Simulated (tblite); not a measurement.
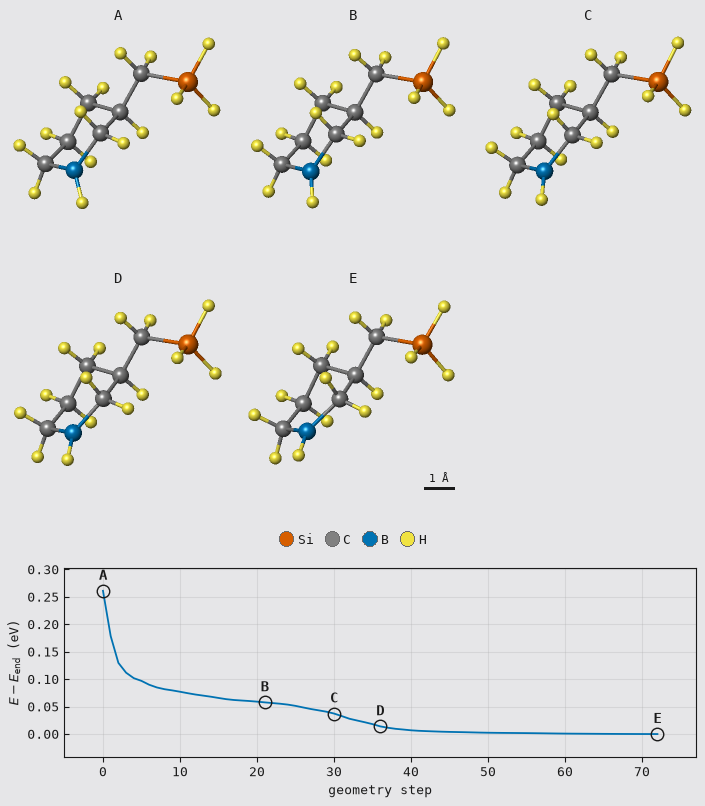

Frames of a relaxation of C$_{6}$H$_{15}$BSi, marked on the history of the run. The picture is a ball-and-stick view, seen from a free direction.

Computed with GFN2-xTB geometry optimisation, gas phase in tblite. 

> Describe the path.

After 72 geometry steps the energy has fallen by 0.261 eV. The atom that moves furthest after the best rigid fit is an H atom (0.86 Å). By element the largest moves are H 0.86 Å, C 0.19 Å, B 0.11 Å, Si 0.05 Å. Among the contacts that change: C–H 1.125 → 1.094 Å, C–C 1.555 → 1.532 Å, C–Si 1.885 → 1.902 Å, B–C 1.588 → 1.571 Å. Among the angles between lasting bonds that change: B–C–C 109.7° → 114.5°, C–C–B 111.3° → 116.1°, H–C–H 108.5° → 104.9°. Groups turn about B–C by about 35°, B–C by about 35°. Cost: 1.9 s on 1 thread of Intel(R) Xeon(R) Processor @ 2.50GHz, on a shared host. From step 0 to 21: an H atom moves most (0.22 Å), energy −0.203 eV. From step 21 to 30: an H atom moves most (0.26 Å), energy −0.020 eV. From step 30 to 36: an H atom moves most (0.18 Å), energy −0.023 eV. From step 36 to 72: an H atom moves most (0.21 Å), energy −0.014 eV.

| step | E − E(0), eV |
| --- | --- |
| 0 | 0.0000 |
| 1 | -0.0825 |
| 2 | -0.1313 |
| 3 | -0.1492 |
| 4 | -0.1592 |
| 5 | -0.1642 |
| 6 | -0.1712 |
| 7 | -0.1762 |
| 8 | -0.1794 |
| 9 | -0.1815 |
| 10 | -0.1840 |
| 13 | -0.1910 |
| 17 | -0.1990 |
| 20 | -0.2020 |
| 23 | -0.2058 |
| 26 | -0.2126 |
| 30 | -0.2237 |
| 33 | -0.2364 |
| 36 | -0.2471 |
| 39 | -0.2529 |
| 43 | -0.2563 |
| 46 | -0.2575 |
| 49 | -0.2584 |
| 52 | -0.2590 |
| 56 | -0.2595 |
| 59 | -0.2601 |
| 62 | -0.2605 |
| 65 | -0.2608 |
| 69 | -0.2610 |
| 72 | -0.2611 |
